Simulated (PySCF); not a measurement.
# BH7N2Si: the cost of one run

The runs use PySCF 2.14.0, with density-fitted response routines of our own; the level of theory stands in each step. All values are computed, except where a source is named. Atoms are numbered from 0 throughout.

**1. Starting geometry**

11 atoms, charge 0, multiplicity 1; geometry from: GFN2-xTB. The atoms were then displaced at random by about 0.01 Å, so the start is not that level's minimum.

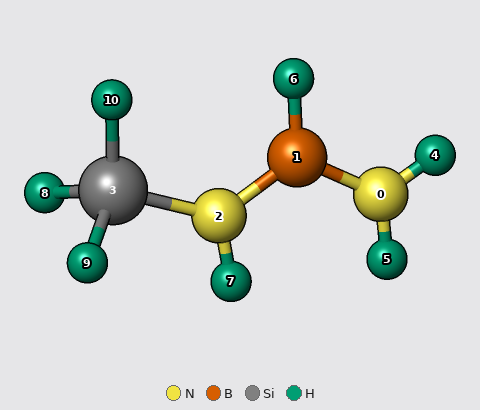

The starting geometry (nitrogen yellow, boron orange, silicon grey, hydrogen teal), atoms numbered.

**2. Optimising the geometry at PBE0-D3(BJ)/def2-SVP**

The job: settings as JSON, then the geometry in Å.

```
{"job": {"xc": "PBE0", "basis": "def2-SVP", "d3": "d3bj", "grid": 1, "shake": 0.01, "kind": "geom"}, "charge": 0, "multiplicity": 1}
N      2.183710    -0.404590    -0.062920
B      0.954320     0.303570     0.103830
N     -0.294970    -0.322680    -0.209330
Si    -1.859050     0.282390    -0.146960
H      3.058430     0.008890     0.135090
H      2.218000    -1.318280    -0.411530
H      0.980390     1.403720     0.511620
H     -0.177460    -1.261270    -0.550690
H     -2.385340     0.545970    -1.486730
H     -2.721940    -0.767000     0.485870
H     -1.917990     1.503430     0.655990
```

The run is started by

```sh
> OMP_NUM_THREADS=1 python probes_run.py task.json out
```

One launch serves the whole session: the jobs run in the order shown.

Q: Estimate the wall time and peak memory of this first job on 1 thread of AMD EPYC 9R45, shared host.

About 13 s, with a peak of 0.39 GiB.
